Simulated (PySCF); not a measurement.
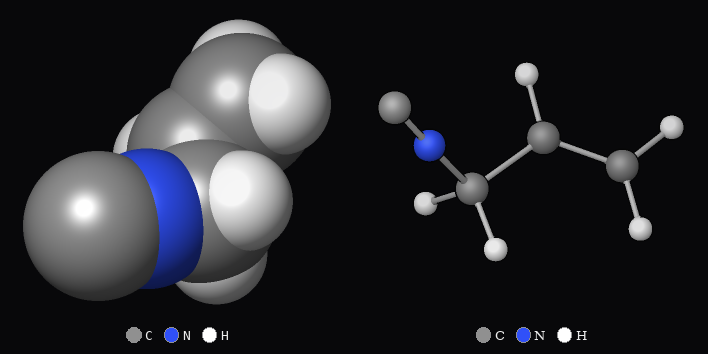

Two views of one molecule.

**What is the molecular formula?**

C4H5N, 10 atoms: 4 carbon, 5 hydrogen and 1 nitrogen.

**Give a SMILES string for it.**

[C-]#[N+]CC=C

**How many bonds of each kind are drawn?**

5 C–H, 2 C–N, 2 C–C.

**Describe its rings.**

It has no ring.

More results for the same structure follow; atom numbers are the same in all pictures, views and colours differ. The computed structure is the end point of a PBE0-D3(BJ)/def2-SVP optimisation. No frequency run is at hand to confirm it as a minimum.

## Symmetry

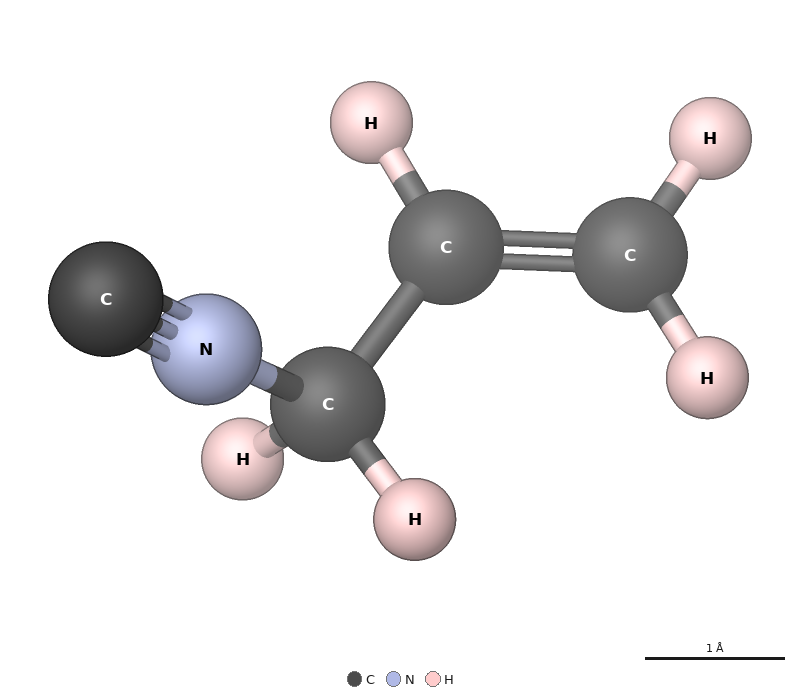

Atoms fade into the background with distance from the viewer. No frequency run is at hand to confirm it as a minimum. Masses are those of the most abundant isotopes; constants are for the rigid equilibrium geometry.

**Classify the rotor and give the rotational constants (MHz).**

An asymmetric top (C1): A = 20485, B = 2761, C = 2633 MHz. Ray's parameter κ is −0.99, close to the prolate limit.

## Electronic properties

No frequency run is at hand to confirm it as a minimum. Method: B3LYP/cc-pVTZ, gas phase (PySCF 2.14.0).

**Estimate the HOMO–LUMO gap.**

7.33 eV.

**What is the HOMO energy (Kohn–Sham orbital)?**

−7.97 eV.

**Give the dipole moment at this level.**

3.83 D.

## Spin–spin coupling

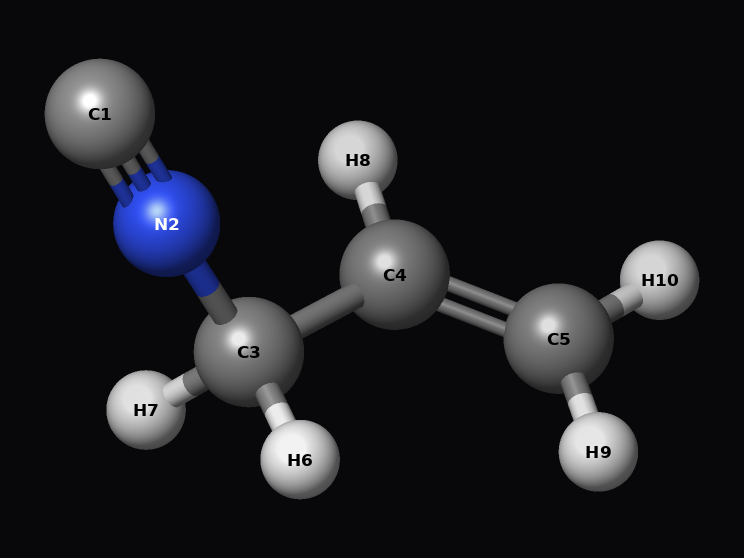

No frequency run is at hand to confirm it as a minimum. Method: B3LYP/cc-pVTZ indirect spin-spin coupling, non-relativistic, gas phase (PySCF 2.14.0). Isotopes: 13C, 1H, 15N.

Give the spin–spin coupling constants of these pairs, with the number of bonds between them: C1/N2, N2/C3, N2/H6, N2/H7, N2/H8, N2/C5.

```json
{"pair": "C1, N2", "bonds apart": "1", "J (Hz)": "−46.6"}
{"pair": "N2, C3", "bonds apart": "1", "J (Hz)": "−10.8"}
{"pair": "N2, H6", "bonds apart": "2", "J (Hz)": "1.2"}
{"pair": "N2, H7", "bonds apart": "2", "J (Hz)": "2.2"}
{"pair": "N2, H8", "bonds apart": "3", "J (Hz)": "−1.0"}
{"pair": "N2, C5", "bonds apart": "3", "J (Hz)": "−1.5"}
```

## Quadrupole coupling

No frequency run is at hand to confirm it as a minimum. Electric field gradients from the ground-state density, B3LYP/6-31G* (PySCF 2.14.0), non-relativistic apart from any core potentials.

Give the largest field-gradient component, the quadrupole coupling constant and the asymmetry for 14N at N2 (Q = 20.44 mb), 2H at H6 (Q = 2.86 mb), 2H at H7 (Q = 2.86 mb).

```csv
atom,V_zz (a.u.),e²qQ/h (MHz),η
N2,0.207,0.996,0.02
H6,0.267,0.180,0.05
H7,0.264,0.178,0.04
```
